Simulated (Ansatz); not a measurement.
## Response to strain in Pt

Consider Pt in the fcc (Cu type) structure (space group Fm-3m, No. 225; a = 3.972 Å; relaxed with 0.1 eV smearing).

Strains are applied to the cell and any free atomic positions relax.

The values are results of Kohn–Sham DFT with the PBE functional, run in Ansatz (a first-principles code) with PAW and 420 eV plane waves, no spin-orbit coupling, earlier PAW set, not measurements.

Notes on the quantities. energy relative to the base: free energy F.

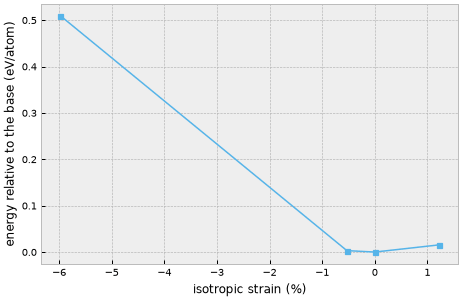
Fig. 1. Energy relative to the base against isotropic strain

```tsv
isotropic strain (%)	energy relative to the base
-5.98	+0.510 eV/atom
-0.53	+3.1 meV/atom
1.23	+16 meV/atom
```

Stability against distortions was not tested. All final runs are without spin polarisation. Pt lies near a magnetic instability that expansion can trigger; it was not tested.
